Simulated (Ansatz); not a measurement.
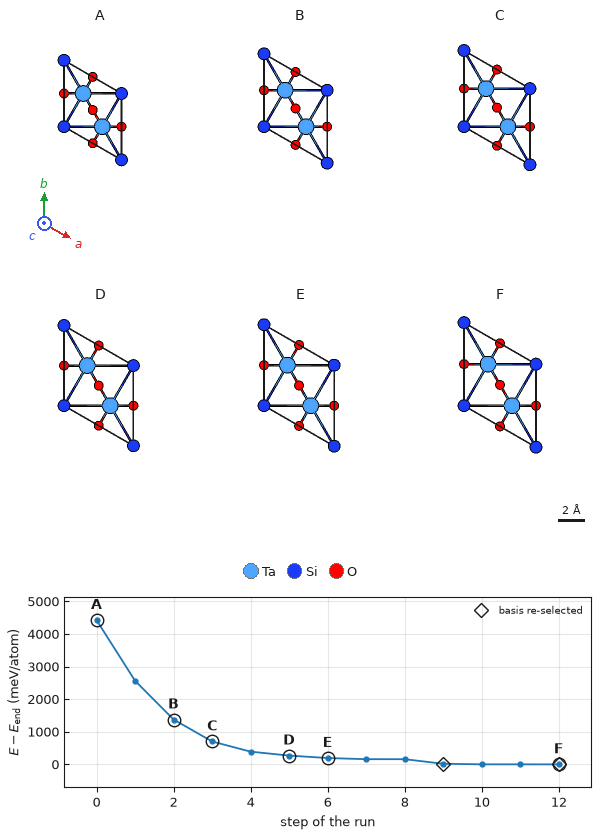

Frames of a relaxation of solid Ta2SiO3 (a generated structure, set up in P6/mmm) (coarse preliminary run), marked on the history of the run. The picture is a ball-and-stick view of the cell of the calculation, seen along the c axis.

The calculation used DFT PBE, scalar-relativistic, plane waves, PAW in Ansatz.

Input
```yaml
crystal:
  lattice:
    - [5.26361153, 0.0, 0.0]
    - [-2.63180577, 4.5584213, 0.0]
    - [0.0, 0.0, 3.61628717]
  atoms:
    - { symbol: Ta, position: [0.33333333, 0.66666667, 0.5] }
    - { symbol: Ta, position: [0.66666667, 0.33333333, 0.5] }
    - { symbol: Si, position: [0.0, 0.0, 0.0] }
    - { symbol: O, position: [0.5, 0.0, 0.5] }
    - { symbol: O, position: [0.0, 0.5, 0.5] }
    - { symbol: O, position: [0.5, 0.5, 0.5] }
basis:
  ecutwfc: 420
kpoints:
  mp_grid: { grid: [6, 6, 6] }
hamiltonian:
  xc: pbe
scf:
  occupations: { method: gaussian, width: 0.1 }
  lower_state_search: "off"
output:
  forces: true
  stress: true
  eigenvalues: true
relax:
  adjacent_minimum: "off"
  f_tol: 0.04
  max_steps: 70
  cell: { stress_tol: 0.4 }
```

Command:
```bash
ansatz run input.yaml --threads 1 --pin off --max-ram 2560MiB --backend cpu --events-out ev --progress --plain --runs-dir out
```

Question: Describe the path.

Answer: The atoms keep their places relative to the cell (all moves are under 0.005 Å). Cell: a = b 5.264 → 6.590 Å (+25.2 %), c 3.616 → 2.815 Å (−22.2 %). Volume +22.0 %. Near-neighbour distances that change, for instance: Ta1–Ta1 3.616 → 2.815 Å, Si3–Si3 3.616 → 2.815 Å, Ta1–Ta2 3.039 → 3.805 Å, Ta1–Si3 3.536 → 4.057 Å. The space group stays P6/mmm (No. 191). Over 10 accepted moves (12 points after the start) the energy falls by 4427 meV per atom. All forces vanish by symmetry, so only the cell relaxes. The pressure goes from 171.51 to 0.03 GPa. The SCF was repeated twice at an unchanged geometry on a basis and grid sized afresh for the cell, which shifted the energy by 141 meV per atom at most. Cost: 43 s on 1 thread of AMD EPYC 7R43 64-Core Processor (Zen 3), on a shared host, peak memory 0.46 GiB. From step 0 to 2: volume +19.7 %, energy −3051 meV per atom. From step 2 to 3: volume +7.0 %, energy −674 meV per atom. From step 3 to 5: energy −433 meV per atom. From step 5 to 6: volume −3.6 %, energy −74.7 meV per atom. From step 6 to 12: volume −1.2 %, energy −195 meV per atom.
